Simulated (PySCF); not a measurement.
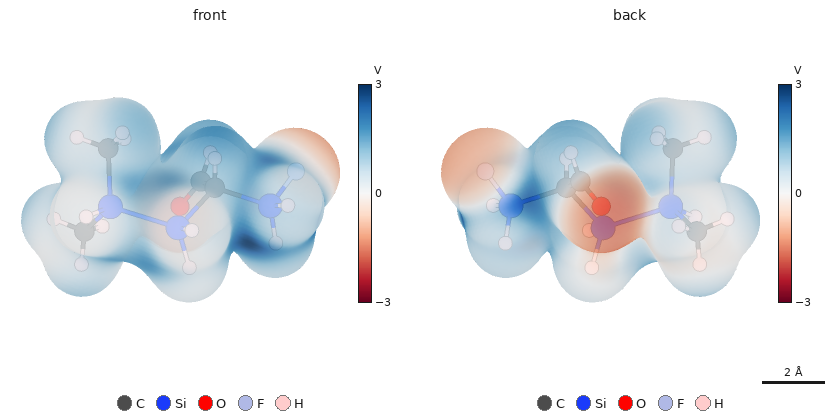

*C4H13FOSi3. The electrostatic potential painted on the density surface at 0.004 e/bohr³, seen from the front and from behind; the colour scale runs from red (negative) to blue (positive).*

Geometry: GFN2-xTB.

Method: PBE0/pcSseg-1, SCF density, gas phase, non-relativistic in PySCF.

```xyz
22

C    -2.1226    0.8760   -1.9495
Si   -1.4826   -0.6950   -1.0903
C    -2.3057   -0.8291    0.6289
Si    0.8287   -0.7331   -0.8702
C     1.3287   -0.1498    0.8981
C     0.6727    1.1452    1.0911
O     0.2972    1.8311    0.1676
Si    3.2055    0.1032    1.0932
F     3.4419    0.7486    2.5548
H    -3.2087    0.9179   -1.9589
H    -1.7812    0.9283   -2.9792
H    -1.7576    1.7623   -1.4389
H    -1.9395   -1.8634   -1.8756
H    -1.9800   -1.7217    1.1565
H    -3.3888   -0.8705    0.5557
H    -2.0559    0.0290    1.2478
H     1.6019    0.0731   -1.8205
H     1.4391   -2.0753   -0.9650
H     1.0274   -0.8433    1.6866
H     0.5357    1.4879    2.1347
H     3.8822   -1.1812    1.1464
H     3.7513    1.0793    0.1694
```

Question: Which sites attract a positive test charge, and which a negative one?

Answer: A positive charge is drawn to the negative regions and a negative charge to the positive ones. The most negative region (about −1.6 V) lies over O7, the most positive (about +2.6 V) over Si8. O7 is the likeliest acceptor of a hydrogen bond.
